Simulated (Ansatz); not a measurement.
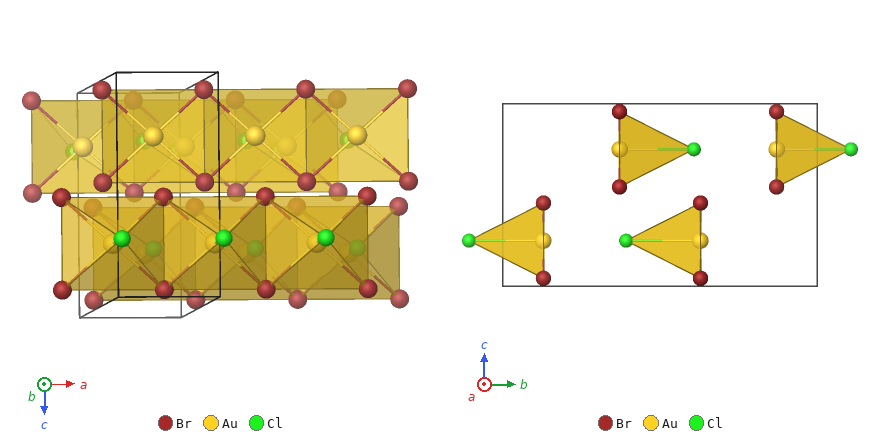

Polyhedra are drawn about Au (bonds: Au–Br below 2.8 Å and Au–Cl below 3.7 Å); other atoms are plain spheres. Two views of the same piece.

AuBr₂Cl (space group Cmcm, No. 63): the geometry relaxed with Ansatz, DFT, PAW plane waves, r2scan; the starting structure was generated, so it need not be a known form of this composition.

Sharing among the drawn polyhedra:

```json
{"site": "Au", "polyhedron": "AuBr4Cl square pyramid", "corner-sharing neighbours": "0", "edge-sharing": "2", "face-sharing": "0", "bond (Å)": "2.51–3.32"}
```

They form chains of edge-sharing square pyramids along [100]. Their corner atoms also have Br and Cl as close neighbours (those links are not drawn).
